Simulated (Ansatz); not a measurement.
## SiHCl2 (charge −1): single-point calculation

- system: SiHCl2, charge −1
- method: RKS B3LYP-D4/def2-TZVPPD (Ansatz 0.2.0)

The geometry comes from this level: PBE0-D4/def2-TZVPD.

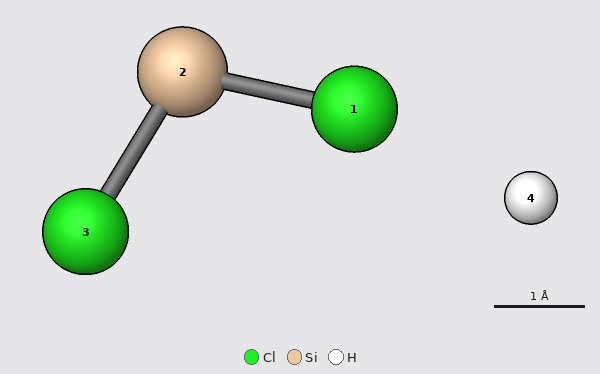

*The input geometry (ball-and-stick view, seen on its broad side; atoms are numbered from 1 in the order of the input).*

## Summary

| quantity | value |
| --- | --- |
| outcome | converged |
| total energy | −32942.2252 eV |
| mean-field energy | −32942.0043 eV |
| dispersion energy | −0.2209 eV |
| SCF solution under orbital rotations | stable |
| hardware | 2 threads of Arm Neoverse V1, 23 GiB of memory available, shared host |
| wall time | 3.1 s (CPU time 5.9 s) |
| peak memory | 0.34 GiB |

## The input
```yaml
crystal:
  periodic: [false, false, false]
  atoms:
    - {symbol: Cl, position_ang: [0.216530, -0.572257, 0.814471]}
    - {symbol: Si, position_ang: [-1.513742, 0.114161, -0.070054]}
    - {symbol: Cl, position_ang: [-1.085297, -0.161265, -2.173592]}
    - {symbol: H, position_ang: [2.274130, 0.413380, 1.555159]}
basis:
  gaussian: {orbitals: "def2-TZVPPD.json"}
total_charge: -1
hamiltonian: {xc: {name: B3LYP}, dispersion: d4}
```

Launch command:
```bash
ansatz run in.yaml --threads 2 --pin off --events-out ev --progress --plain --max-ram 4352MiB
```

## What the program printed
```
Functional definition: B3LYP
  name "B3LYP"
  cite "Stephens, Devlin, Chabalowski & Frisch, J. Phys. Chem. 98, 11623 (1994) doi:10.1021/j100096a001"
  cite "Becke, Phys. Rev. A 38, 3098 (1988) doi:10.1103/PhysRevA.38.3098"
  cite "Lee, Yang & Parr, Phys. Rev. B 37, 785 (1988) doi:10.1103/PhysRevB.37.785"
  cite "Vosko, Wilk & Nusair, Can. J. Phys. 58, 1200 (1980) doi:10.1139/p80-159"
  parameter a0 = 0.2
  parameter ax = 0.72
  parameter ac = 0.81
  exchange = (1 - a0 - ax)*slater_x + ax*b88_x + a0*exact_x
  correlation = (1 - ac)*vwn_rpa_c + ac*lyp_c
1042 factors; their error is unknown
mean field evaluation 1: about -32938.7096 eV, gradient 2.5e1 eV
mean field evaluation 2: about -32920.9164 eV, gradient 5.3e1 eV
mean field evaluation 4: about -32941.8745 eV, gradient 5.2e0 eV
mean field evaluation 8: about -32941.9340 eV, gradient 3.9e-1 eV
mean field evaluation 16: about -32942.0041 eV, gradient 7.4e-4 eV
mean field -32942.00410778 eV, -1210.5963220685 hartree, gradient 4.4e-5 eV, S^2 0.000000; 0 other end points of the search recorded, 0 dependent functions left out
reference -32942.00434823 eV, -1210.5963309050 hartree; 25, 25 occupied and 142, 142 virtual orbitals, 1042 factors
Total energy: -32942.22522280 eV, -1210.6044478956 hartree
```
